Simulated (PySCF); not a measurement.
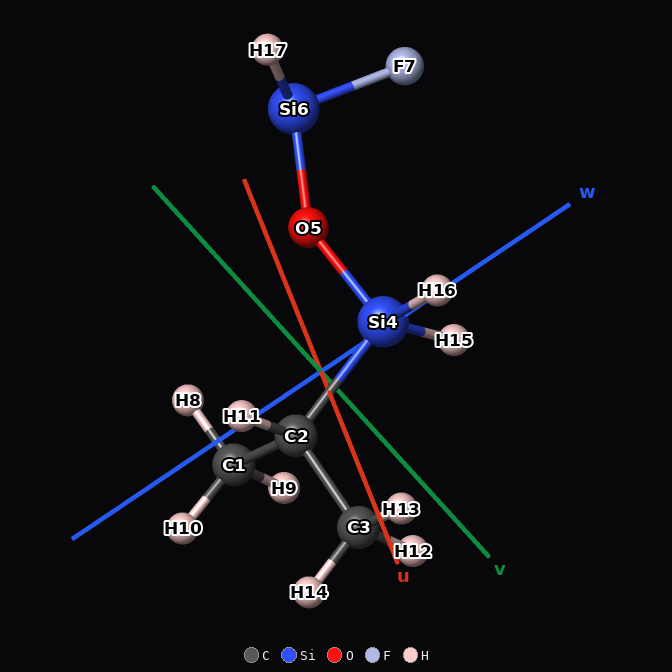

The lines u, v and w are the principal axes of the g tensor. State: neutral, doublet. The geometry was computed by an optimisation with GFN2-xTB. No frequency run is at hand to confirm it as a minimum. Level of theory: UKS B3LYP, pcH-1 on C F H O Si, non-relativistic, mean-field spin-orbit, GIAO (PySCF 2.14.0).

Question. Along which axis does g lie farthest from the free-electron value?

Answer. Along v: the shift is −1669 ppm.

Give the principal values and shifts.

| axis | g | shift (ppm) |
| --- | --- | --- |
| u | 2.00228 | −40 |
| v | 2.00065 | −1669 |
| w | 2.00212 | −197 |

The geometry is semi-empirical. Around Si such bond lengths and angles can be off by a tenth of an ångström or more and by several degrees, and values that hang on the shape move with them.
